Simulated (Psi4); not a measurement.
# triplet BHF2: levels of theory compared

Wanted: a comparison of 4 runs (U-wB97M-V/def2-TZVPP, U-wB97X/def2-TZVPP, UBHLYP/def2-TZVPP, UCAM-B3LYP/def2-TZVPP) of triplet BHF2. 

The results are computed with Psi4 1.11.

1 further run of the same task is left out (set aside as unsound or not needed).

## 1. The molecule

The species is BHF2 (4 atoms), meant as a triplet with charge 0. As SMILES of the parent species, `FBF`. Geometry: relaxed at PBE0-D4/def2-TZVP. That shape belongs to the parent species and isn't relaxed for this state.

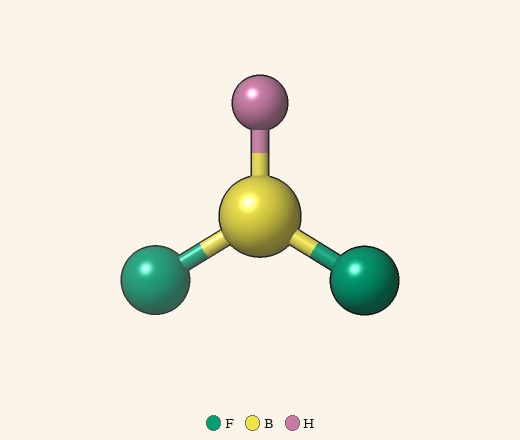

The structure, seen from a chosen angle (fluorine teal, boron yellow, hydrogen pink).

## 2. A single-point energy at U-wB97M-V/def2-TZVPP (run 1)

Input file input.dat:

```
memory 1600 mb

molecule system {
  0 3
  F
  B 1 1.313275
  F 2 1.313162 1 118.0734
  H 2 1.191291 3 120.9677 1 -179.99789
  units angstrom
  symmetry c1
}

set globals {
  basis def2-TZVPP
  reference uks
  puream true
  e_convergence 1e-09
  d_convergence 1e-08
  scf_type pk
  dft_radial_points 99
  dft_spherical_points 590
  maxiter 200
}

e_tot, wfn = energy('wb97m-v', return_wfn=True)
print_variables()
```

On the command line:

```bash
$ psi4 input.dat output.dat -n 1
```

output.dat:

```text
[...]
  Running in c1 symmetry.
[...]
  Nuclear repulsion =   61.888559216060209
[...]
  Multiplicity = 3
[...]
  Nalpha       = 13
  Nbeta        = 11
[...]
    Number of basis functions: 107
[...]
   @UKS iter   1:  -224.94102676960259   -4.08634e-01   3.58100e-03 ADIIS/DIIS
[...]
   @UKS iter  13:  -224.99114668852636   -1.04023e-11   6.91143e-09 DIIS
[...]
   @S^2 Observed:                2.003698731E+00
[...]
  @UKS Final Energy:  -224.99114668852636
   => Energetics <=
    Nuclear Repulsion Energy =             61.8885592160602087
    One-Electron Energy =                -434.6696627356806175
    Two-Electron Energy =                 166.1736508107647978
    DFT Exchange-Correlation Energy =     -18.4840834938394032
    Empirical Dispersion Energy =           0.0000000000000000
    VV10 Nonlocal Energy =                  0.1003895141686210
    Total Energy =                       -224.9911466885263565
[...]
 Multipole Moments:
 ------------------------------------------------------------------------------------
     Multipole            Electronic (a.u.)      Nuclear  (a.u.)        Total (a.u.)
 ------------------------------------------------------------------------------------
 L = 1.  Multiply by 2.5417464519 to convert [e a0] to [Debye]
 Dipole X            :          0.0000227            0.0000367            0.0000594
 Dipole Y            :         -0.6823892            1.2523726            0.5699834
 Dipole Z            :         -0.4092954            0.7513308            0.3420354
 Magnitude           :                                                    0.6647325
[...]
```

It took 49 s on 1 thread of Intel Xeon 6975P-C (Granite Rapids), shared host; peak memory 0.72 GiB.

## 3. Energy and forces at U-wB97X/def2-TZVPP (run 2)

Input file run.py:

```python
import psi4

psi4.set_memory(1600000000)
psi4.set_num_threads(1)
psi4.set_output_file('bf2h.out', False)

molecule = psi4.geometry("""
0 3
F      1.154300     0.456900    -0.361900
B     -0.001900    -0.031000     0.025200
F     -1.095400     0.528700    -0.438900
H     -0.057000    -0.954600     0.775600
symmetry c1
no_reorient
no_com
""")

psi4.set_options({
    'basis': 'def2-TZVPP',
    'reference': 'uks',
    'puream': True,
    'e_convergence': 1e-09,
    'd_convergence': 1e-08,
    'scf_type': 'pk',
    'dft_radial_points': 99,
    'dft_spherical_points': 590,
    'maxiter': 200,
})

E, wfn = psi4.gradient('wb97x', molecule=molecule, return_wfn=True)
psi4.oeprop(wfn, 'QUADRUPOLE', 'WIBERG_LOWDIN_INDICES', 'MAYER_INDICES')
print('gradient / Eh bohr^-1')
print(E.np.round(6))
print(f'energy = {wfn.energy():.10f} Eh')
```

On the command line:

```bash
$ python run.py
```

bf2h.out:

```text
[...]
  Running in c1 symmetry.
[...]
  Nuclear repulsion =   61.888554759542060
[...]
  Multiplicity = 3
[...]
  Nalpha       = 13
  Nbeta        = 11
[...]
    Number of basis functions: 107
[...]
   @UKS iter   1:  -224.94625770111284   -4.16293e-01   3.81545e-03 ADIIS/DIIS
[...]
   @UKS iter  13:  -225.00028392562595   -1.41540e-11   7.83011e-09 DIIS
[...]
   @S^2 Observed:                2.005077774E+00
[...]
  @UKS Final Energy:  -225.00028392562595
   => Energetics <=
    Nuclear Repulsion Energy =             61.8885547595420604
    One-Electron Energy =                -434.9022730917972694
    Two-Electron Energy =                 166.2579046900682442
    DFT Exchange-Correlation Energy =     -18.2444702834389787
    Empirical Dispersion Energy =           0.0000000000000000
    VV10 Nonlocal Energy =                  0.0000000000000000
    Total Energy =                       -225.0002839256259506
[...]
  -Total Gradient:
     Atom            X                  Y                   Z
    ------   -----------------  -----------------  -----------------
       1       -0.055115302333     0.001281499570    -0.001495079991
       2       -0.002354340062    -0.038274124767     0.031086359155
       3        0.055132500016    -0.002276589051     0.002310454079
       4        0.002332748184     0.039178067407    -0.031827646640
[...]
```

Standard output:

```text
gradient / Eh bohr^-1
[[-0.055115  0.001281 -0.001495]
 [-0.002354 -0.038274  0.031086]
 [ 0.055133 -0.002277  0.00231 ]
 [ 0.002333  0.039178 -0.031828]]
energy = -225.0002839256 Eh
```

Run time: 25 s. Hardware: 1 thread of Intel Xeon 6975P-C (Granite Rapids), shared host; peak memory 0.71 GiB.

## 4. The energy at UBHLYP/def2-TZVPP (run 3)

Input file bf2h_ase.py:

```python
import numpy as np
from ase.calculators.psi4 import Psi4
from ase import Atoms

a = Atoms(['F', 'B', 'F', 'H'], positions=[
    [1.154300, 0.456900, -0.361900],
    [-0.001900, -0.031000, 0.025200],
    [-1.095400, 0.528700, -0.438900],
    [-0.057000, -0.954600, 0.775600],
])
calc = Psi4(atoms=a, method='bhhlyp', basis='def2-TZVPP', memory='1600MB', num_threads=1, charge=0, multiplicity=3, label='calc', reference='uks')
calc.psi4.set_options({'puream': True, 'e_convergence': 1e-09, 'd_convergence': 1e-08, 'scf_type': 'pk', 'dft_radial_points': 99, 'dft_spherical_points': 590, 'maxiter': 200})
a.calc = calc

print(f'energy: {a.get_potential_energy():.6f} eV')
```

On the command line:

```bash
$ python bf2h_ase.py
```

calc.dat:

```text
[...]
  Running in c1 symmetry.
[...]
  Nuclear repulsion =   61.888554759542060
[...]
  Multiplicity = 3
[...]
  Nalpha       = 13
  Nbeta        = 11
[...]
    Number of basis functions: 107
[...]
   @UKS iter   1:  -224.90942964167743   -3.56398e-01   3.92019e-03 ADIIS/DIIS
[...]
   @UKS iter  12:  -224.96947289652948   -2.08900e-11   6.55918e-09 DIIS
[...]
   @S^2 Observed:                2.006857590E+00
[...]
  @UKS Final Energy:  -224.96947289652948
   => Energetics <=
    Nuclear Repulsion Energy =             61.8885547595420604
    One-Electron Energy =                -435.0260822512831282
    Two-Electron Energy =                 161.2833154475663946
    DFT Exchange-Correlation Energy =     -13.1152608523548011
    Empirical Dispersion Energy =           0.0000000000000000
    VV10 Nonlocal Energy =                  0.0000000000000000
    Total Energy =                       -224.9694728965294814
[...]
 Multipole Moments:
 ------------------------------------------------------------------------------------
     Multipole            Electronic (a.u.)      Nuclear  (a.u.)        Total (a.u.)
 ------------------------------------------------------------------------------------
 L = 1.  Multiply by 2.5417464519 to convert [e a0] to [Debye]
 Dipole X            :          0.0281470           -0.0675938           -0.0394468
 Dipole Y            :          0.4729481           -1.1322755           -0.6593274
 Dipole Z            :         -0.3843181            0.9199550            0.5356368
 Magnitude           :                                                    0.8503973
[...]
```

On the terminal:

```text
energy: -6121.731171 eV
```

Run time: 12 s. Hardware: 1 thread of Intel Xeon 6975P-C (Granite Rapids), shared host; peak memory 0.6 GiB.

## 5. The energy at UCAM-B3LYP/def2-TZVPP (run 4)

Input file run.py:

```python
import psi4

psi4.set_memory(1600000000)
psi4.set_num_threads(1)
psi4.core.set_output_file('run.log', False)

mol = psi4.geometry("""
0 3
F      2.18131087     0.86341587    -0.68389188
B     -0.00359048    -0.05858151     0.04762110
F     -2.07000600     0.99909820    -0.82940080
H     -0.10771439    -1.80393256     1.46567158
units au
symmetry c1
no_reorient
no_com
""")

psi4.set_options({
    'basis': 'def2-TZVPP',
    'reference': 'uks',
    'puream': True,
    'e_convergence': 1e-09,
    'd_convergence': 1e-08,
    'scf_type': 'pk',
    'dft_radial_points': 99,
    'dft_spherical_points': 590,
    'maxiter': 200,
})

E, wfn = psi4.energy('CAM-B3LYP', return_wfn=True)
psi4.oeprop(wfn, 'MULLIKEN_CHARGES', 'WIBERG_LOWDIN_INDICES', 'DIPOLE', title='CAM-B3LYP')
print(f'CAM-B3LYP energy: {E:.10f} Eh')
```

On the command line:

```bash
$ python run.py
```

run.log:

```text
[...]
  Running in c1 symmetry.
[...]
  Nuclear repulsion =   61.888554693034997
[...]
  Multiplicity = 3
[...]
  Nalpha       = 13
  Nbeta        = 11
[...]
    Number of basis functions: 107
[...]
   @UKS iter   1:  -224.94229009703088   -3.40658e-01   3.95440e-03 DIIS/ADIIS
[...]
   @UKS iter  12:  -225.00159938152481   -9.66622e-11   9.31888e-09 DIIS
[...]
   @S^2 Observed:                2.004679077E+00
[...]
  @UKS Final Energy:  -225.00159938152481
   => Energetics <=
    Nuclear Repulsion Energy =             61.8885546930349975
    One-Electron Energy =                -434.8432414800288370
    Two-Electron Energy =                 166.7119306402525183
    DFT Exchange-Correlation Energy =     -18.7588432347835017
    Empirical Dispersion Energy =           0.0000000000000000
    VV10 Nonlocal Energy =                  0.0000000000000000
    Total Energy =                       -225.0015993815248123
[...]
 Multipole Moments:
 ------------------------------------------------------------------------------------
     Multipole            Electronic (a.u.)      Nuclear  (a.u.)        Total (a.u.)
 ------------------------------------------------------------------------------------
 L = 1.  Multiply by 2.5417464519 to convert [e a0] to [Debye]
 Dipole X            :         -0.9098905            0.8760770           -0.0338135
 Dipole Y            :        -15.2308768           14.6657865           -0.5650903
 Dipole Z            :         12.3749278          -11.9158570            0.4590708
 Magnitude           :                                                    0.7288459
[...]
```

The script printed:

```text
CAM-B3LYP energy: -225.0015993815 Eh
```

Run time: 17 s. Hardware: 1 thread of Intel Xeon 6975P-C (Granite Rapids), shared host; peak memory 0.71 GiB.

## 6. Overview of the runs

```
run                  level      task  energy (Eh)  dipole moment (D)  HOMO energy (eV)   ⟨S²⟩  wall time
  1   U-wB97M-V/def2-TZVPP    energy  -224.991147               1.69             -5.44  2.004       49 s
  2     U-wB97X/def2-TZVPP  gradient  -225.000284               1.85             -5.71  2.005       25 s
  3      UBHLYP/def2-TZVPP    energy  -224.969473               2.16             -4.61  2.007       12 s
  4  UCAM-B3LYP/def2-TZVPP    energy  -225.001599               1.85             -4.82  2.005       17 s
```

## 7. What came out

| quantity | value |
| --- | --- |
| run 4: total energy | -225.00160 Eh |
| run 4: dipole moment | 1.85 D |
| run 4: HOMO energy (highest over α and β) | -4.82 eV |
| run 4: ⟨S²⟩ | 2.005 |

In words: The dipole moment (its size) runs from 1.69 D (U-wB97M-V/def2-TZVPP) to 2.16 D (UBHLYP/def2-TZVPP). Totals of different functionals can't be ranked against each other. All runs together took 1.7 min, the longest 49 s.
